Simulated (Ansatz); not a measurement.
Take Cs2RbCuF6 (space group Fm-3m, No. 225; a = 9.0842 Å; ferromagnetic; a cell from a computed database, its experimental status unchecked) as the base. Axes: x, y, z lie along the cube axes.

Perturbation: biaxial strain +1.95 %, plane normal [111], relaxed out of plane (Cartesian); in-plane vectors clamped, the third vector and the atoms free.

Method: PBEsol (Ansatz, a first-principles code), scalar-relativistic without spin-orbit coupling.

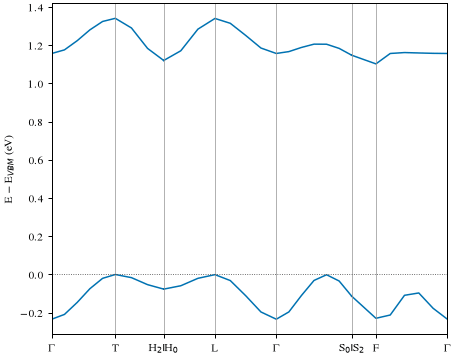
Figure: Highest valence and lowest conduction band along the path of the changed cell's own zone

From the figure, how large is the changed gap, and is it direct?

About 1.10 eV, indirect, T → F.

Whether these cells are dynamically stable was not tested. No Hubbard U is applied and the magnetic state is the run's own (Cs2RbCuF6 ferromagnetic); other magnetic orders, which need larger cells, were not tried and can change the gap. Where the two band edges lie in opposite spin channels, the gap is a spin-flip gap. k-point labels follow each cell's own Brillouin zone.
